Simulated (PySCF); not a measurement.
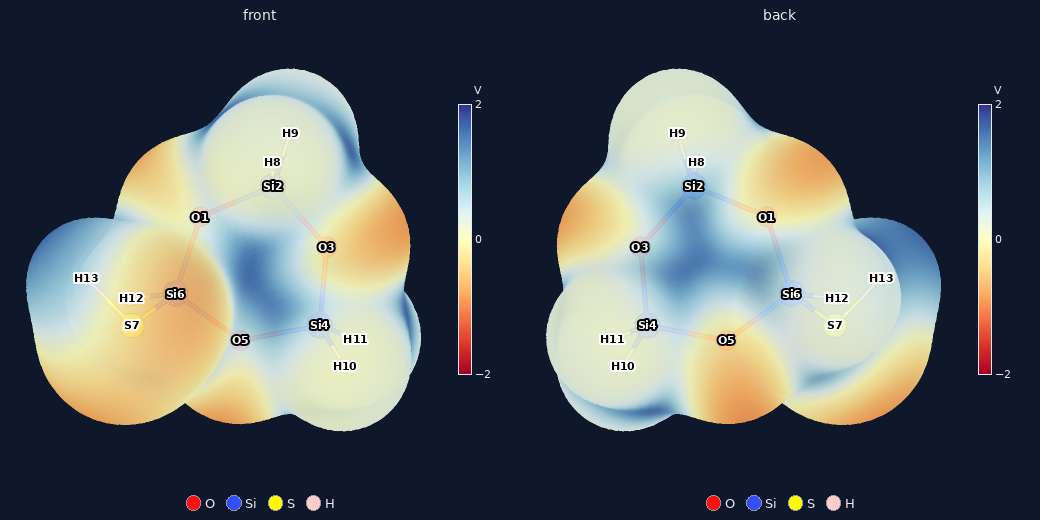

The picture shows: H6O3SSi3 (SMILES S[SiH]1O[SiH2]O[SiH2]O1). The electrostatic potential painted on the density surface at 0.002 e/bohr³, seen from the front and from behind; red is negative and blue positive.

Geometry: PBE0-D3(BJ)/def2-SVP.

Method: PBE0/pcSseg-1, SCF density, gas phase, non-relativistic (PySCF 2.14.0).

Input file:

```
{"job": {"kind": "nmr", "xc": "PBE0", "basis": "pcSseg-1"}, "charge": 0, "multiplicity": 1}
O     -1.216853     0.704405    -0.116175
Si    -0.630651     0.473767    -1.660374
O      0.535554    -0.706558    -1.566009
Si     1.185439    -1.562993    -0.298130
O      0.474212    -0.993836     1.097749
Si    -0.575624     0.262013     1.349358
S      0.604720     1.831835     2.178546
H     -0.024245     1.730494    -2.169691
H     -1.745232     0.014747    -2.526704
H      2.650950    -1.331826    -0.242349
H      0.863392    -3.004597    -0.450068
H     -1.690363    -0.147867     2.230638
H     -0.420803     2.712871     2.180529
```

Run with:

```sh
OMP_NUM_THREADS=1 python cluster_run.py task.json out
```

> Which sites attract a positive test charge, and which a negative one?

A positive charge is drawn to the negative regions and a negative charge to the positive ones. The most negative region (about −0.9 V) lies over O3, O5 and S7, the most positive (about +1.7 V) over Si2, Si4 and Si6.

> How polar is the molecule by this calculation?

Its dipole moment is 1.15 D.
